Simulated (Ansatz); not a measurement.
# doublet BPH5 at 6 levels

Aim: a comparison of 6 runs (UHF/STO-3G, UB2PLYP/STO-3G, UBLYP/STO-3G, UPBE/STO-3G, UPBE0/STO-3G, UCCSDTQ/STO-3G) of doublet BPH5. 

The results are computed with Ansatz 0.2.0.

1 further run of the same task is left out (set aside as unsound or not needed).

## (1) The system as given

BPH5 has 7 atoms, charge 0, and is taken as a doublet. SMILES of the parent species: `[BH3-]P`. Geometry: relaxed at GFN2-xTB. That shape belongs to the parent species and isn't relaxed for this state.

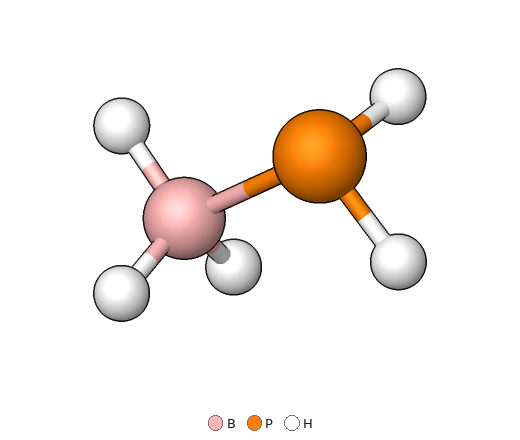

Viewed from a chosen angle; boron pink, phosphorus orange, hydrogen white.

## (2) The energy at UHF/STO-3G (run 1)

in.yaml reads:

```yaml
crystal:
  periodic: [false, false, false]
  atoms:
    - {symbol: B, position_ang: [-0.506120, -0.519900, -0.363840]}
    - {symbol: P, position_ang: [0.697480, 0.300190, 0.995330]}
    - {symbol: H, position_ang: [-1.584360, -0.644230, 0.174420]}
    - {symbol: H, position_ang: [-0.027360, -1.601150, -0.627340]}
    - {symbol: H, position_ang: [-0.557520, 0.205550, -1.330350]}
    - {symbol: H, position_ang: [0.219110, 1.599520, 0.971100]}
    - {symbol: H, position_ang: [1.758760, 0.660030, 0.180690]}
basis:
  gaussian:
    orbitals: STO-3G
magnetization:
  spin_polarized: true
  initial_magnetization: 1
hamiltonian:
  xc: hf
accuracy: high
```

The run is started by

```sh
$ ansatz run in.yaml --threads 1 --pin off --max-ram 2610MiB --events-out events.jsonl --progress --plain --runs-dir runs
```

Output:

```text
Warning: RAYON_NUM_THREADS=1 ignored (pool sized by the plan → 1); use --threads N
Functional definition: HF
  name "HF"
  exchange = exact_x
  correlation = 0
332 factors; integrals over basis functions are off by at most 1.1e-8 eV
mean field evaluation 1: about -9906.8677 eV, gradient 9.7e0 eV
mean field evaluation 2: about -9906.9152 eV, gradient 9.7e0 eV
mean field evaluation 4: about -9907.8894 eV, gradient 6.8e-1 eV
mean field evaluation 8: about -9907.8996 eV, gradient 9.8e-3 eV
mean field -9907.89956345 eV, -364.1085931411 hartree, gradient 9.0e-8 eV, S^2 0.756756; 0 other end points of the search recorded, 0 dependent functions left out
reference -9907.89956345 eV, -364.1085931411 hartree; 13, 12 occupied and 6, 7 virtual orbitals, 332 factors
Total energy: -9907.89956345 eV, -364.1085931411 hartree
```

It took 0.1 s on 1 thread of Arm Neoverse V2, shared host.

## (3) The energy at UB2PLYP/STO-3G (run 2)

molecule.yaml reads:

```yaml
crystal:
  periodic: [false, false, false]
  atoms:
    - {symbol: B, position_ang: [-0.506120, -0.519900, -0.363840]}
    - {symbol: P, position_ang: [0.697480, 0.300190, 0.995330]}
    - {symbol: H, position_ang: [-1.584360, -0.644230, 0.174420]}
    - {symbol: H, position_ang: [-0.027360, -1.601150, -0.627340]}
    - {symbol: H, position_ang: [-0.557520, 0.205550, -1.330350]}
    - {symbol: H, position_ang: [0.219110, 1.599520, 0.971100]}
    - {symbol: H, position_ang: [1.758760, 0.660030, 0.180690]}
basis:
  gaussian:
    orbitals: STO-3G
magnetization:
  spin_polarized: true
  initial_magnetization: 1
accuracy: high
hamiltonian:
  xc: {name: B2PLYP}
correlation:
  frozen_orbitals: {B: 1, H: 0, P: 5}
```

The run is started by

```sh
$ ansatz run molecule.yaml --threads 1 --pin off --max-ram 2610MiB --events-out events.jsonl --progress --plain --runs-dir runs
```

Output, shortened:

```text
Warning: RAYON_NUM_THREADS=1 ignored (pool sized by the plan → 1); use --threads N
Functional definition: B2PLYP
  name "B2PLYP"
[...]
332 factors; integrals over basis functions are off by at most 1.1e-8 eV
[...]
mean field -9923.80211683 eV, -364.6930011987 hartree, gradient 4.4e-8 eV, S^2 0.753627; 0 other end points of the search recorded, 0 dependent functions left out
6 core orbitals not correlated: weight in the atoms' cores, before any rotation towards them, 1.000 or more for the frozen orbitals, at most 0.000 for the correlated occupied ones
reference -9923.80213428 eV, -364.6930018403 hartree; 7, 6 occupied and 6, 7 virtual orbitals, 332 factors
second order -2.64133072 eV of doubles, -0.00000000 eV of singles
Total energy: -9924.51529358 eV, -364.7192099610 hartree
```

Run time: 2.2 s. Hardware: 1 thread of Arm Neoverse V2, shared host; peak memory 0.14 GiB.

Runs 3 to 5 aren't shown in full; the table further down has their settings and results.

## (4) The energy at UCCSDTQ/STO-3G (run 6)

job.yaml reads:

```yaml
crystal:
  periodic: [false, false, false]
  atoms:
    - symbol: B
      position_ang: [-0.506120, -0.519900, -0.363840]
    - symbol: P
      position_ang: [0.697480, 0.300190, 0.995330]
    - symbol: H
      position_ang: [-1.584360, -0.644230, 0.174420]
    - symbol: H
      position_ang: [-0.027360, -1.601150, -0.627340]
    - symbol: H
      position_ang: [-0.557520, 0.205550, -1.330350]
    - symbol: H
      position_ang: [0.219110, 1.599520, 0.971100]
    - symbol: H
      position_ang: [1.758760, 0.660030, 0.180690]
basis:
  gaussian:
    orbitals: STO-3G
scf:
  omitted_lower_state_checks: [cluster_reference, increment]
accuracy: high
correlation:
  method: ccsdtq
  frozen_orbitals: {B: 1, H: 0, P: 5}
magnetization:
  spin_polarized: true
  initial_magnetization: 1
```

The run is started by

```sh
$ ansatz run job.yaml --threads 1 --pin off --max-ram 2610MiB --events-out events.jsonl --progress --plain --runs-dir runs
```

Output:

```text
Warning: RAYON_NUM_THREADS=1 ignored (pool sized by the plan → 1); use --threads N
[... 11 lines left out ...]
6 core orbitals not correlated: weight in the atoms' cores, before any rotation towards them, 1.000 or more for the frozen orbitals, at most 0.000 for the correlated occupied ones
[... 30 lines left out ...]
Total energy: -9910.88614030 eV, -364.2183478159 hartree
Checks for a lower state left out: cluster_reference, increment
```

Wall time 30 s (1 thread of Arm Neoverse V2, shared host); peak memory 0.27 GiB.

## (5) All runs side by side

| run | level | frozen core orbitals | energy (Eh) | ⟨S²⟩ | wall time |
| --- | --- | --- | --- | --- | --- |
| 1 | UHF/STO-3G | – | -364.108593 | 0.757 | 0.1 s |
| 2 | UB2PLYP/STO-3G | 6 | -364.719210 | 0.754 | 2.2 s |
| 3 | UBLYP/STO-3G | – | -364.875936 | 0.751 | 1.9 s |
| 4 | UPBE/STO-3G | – | -364.714242 | 0.751 | 1.9 s |
| 5 | UPBE0/STO-3G | – | -364.776484 | 0.752 | 1.8 s |
| 6 | UCCSDTQ/STO-3G | 6 | -364.218348 | 0.757 | 30 s |

## (6) Results

| quantity | value |
| --- | --- |
| run 6: total energy | -364.21835 Eh |
| run 6: correlation energy (6 core orbitals frozen) | -109.8 mEh |
| run 6: ⟨S²⟩ of the reference determinant | 0.757 |
| run 6: T1 diagnostic | 0.012 |

**Reading.** Totals of different functionals can't be ranked against each other. In runs 1, 2, 3, 4, 5, 6 the basis is minimal, so the values are rough. All runs together took 38 s, the longest 30 s.
